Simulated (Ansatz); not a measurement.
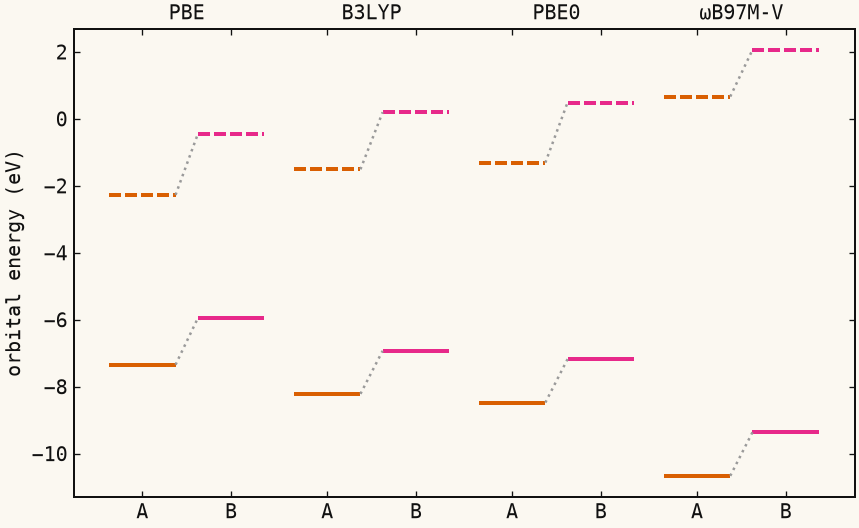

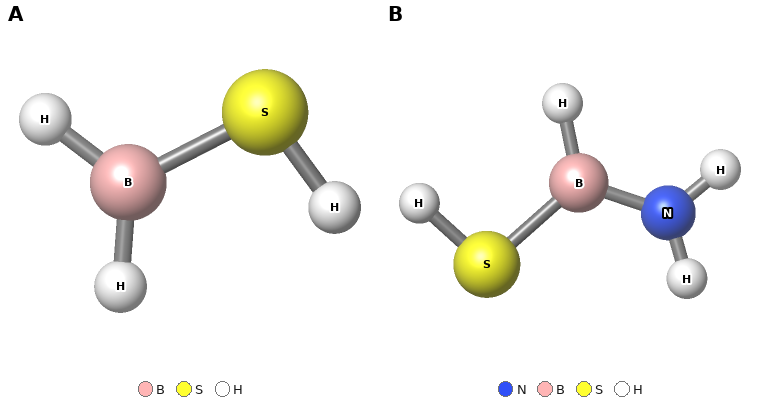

One change: A, BH₃S (SMILES BS), becomes B, BNH₄S (SMILES NBS). H on B is replaced by NH₂. HOMO (solid) and LUMO (dashed) computed in def2-TZVPP at PBE0-D4/def2-TZVP geometries, both minima by their frequencies, gas phase, the Ansatz code 0.2.0. Empty levels above zero depend strongly on the basis.

Question: What does the change do to HOMO and LUMO?

Answer: PBE: the HOMO rises by 1.39 eV, the LUMO rises by 1.81 eV, and the separation goes from 5.07 to 5.50 eV. B3LYP: the HOMO rises by 1.29 eV, the LUMO rises by 1.71 eV, and the separation goes from 6.71 to 7.13 eV. PBE0: the HOMO rises by 1.30 eV, the LUMO rises by 1.80 eV, and the separation goes from 7.17 to 7.67 eV. ωB97M-V: the HOMO rises by 1.30 eV, the LUMO rises by 1.39 eV, and the separation goes from 11.33 to 11.42 eV.

Question: Do the functionals agree on the effect?

Answer: They agree on the direction for both levels; the HOMO shift lies between 1.29 and 1.39 eV and the LUMO shift between 1.39 and 1.81 eV, while the separations themselves differ by up to 6.3 eV between functionals.
